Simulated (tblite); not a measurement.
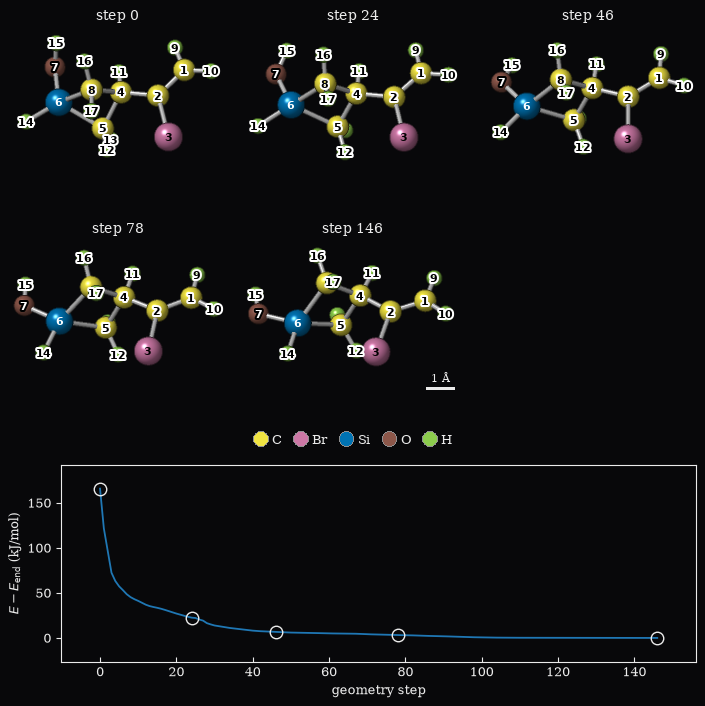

Frames of a relaxation of C5H9BrOSi, marked on the history of the run. Style: ball-and-stick. Shown at a tilt.

The calculation used GFN2-xTB geometry optimisation, gas phase (tblite 0.8.0). 

### Describe the path.

H15 moves most after the best rigid fit: 1.92 Å. Largest moves by element: H 1.92 Å, O 1.89 Å, Br 1.00 Å, C 0.84 Å, Si 0.56 Å. Among the contacts that change: Br3–Si6 4.667 → 3.490 Å, C5–C8 2.063 → 2.365 Å, Si6–O7 1.705 → 1.626 Å, C5–Si6 1.858 → 1.915 Å. Bond angles that change, for instance: O7–Si6–H14 119.2° → 101.5°, C5–C4–C8 85.6° → 99.5°, Si6–O7–H15 110.2° → 122.4°. Groups turn about Si6–O7 by about 75°, C4–C5 by about 60°, C5–Si6 by about 50°. Over 146 geometry steps the energy falls by 165.8 kJ/mol. The run took 2.2 s on 1 thread of Arm Neoverse N1, with other jobs on the host. From step 0 to 24: O7 moves most (0.62 Å), energy −143.3 kJ/mol. From step 24 to 46: H15 moves most (0.71 Å), energy −16.0 kJ/mol. From step 46 to 78: H15 moves most (0.68 Å), energy −3.37 kJ/mol. From step 78 to 146: H12 moves most (0.42 Å), energy −3.19 kJ/mol.

```tsv
step	E − E(0), kJ/mol
0	0.00
1	-44.18
2	-69.13
3	-93.39
4	-102.56
5	-108.49
6	-112.74
7	-117.26
8	-120.48
9	-122.77
10	-124.64
17	-134.63
24	-143.26
31	-152.67
39	-157.21
46	-159.23
53	-160.07
60	-160.73
67	-161.13
74	-162.04
82	-162.96
89	-163.81
96	-164.85
103	-165.39
110	-165.59
117	-165.63
125	-165.67
132	-165.72
139	-165.77
146	-165.79
```
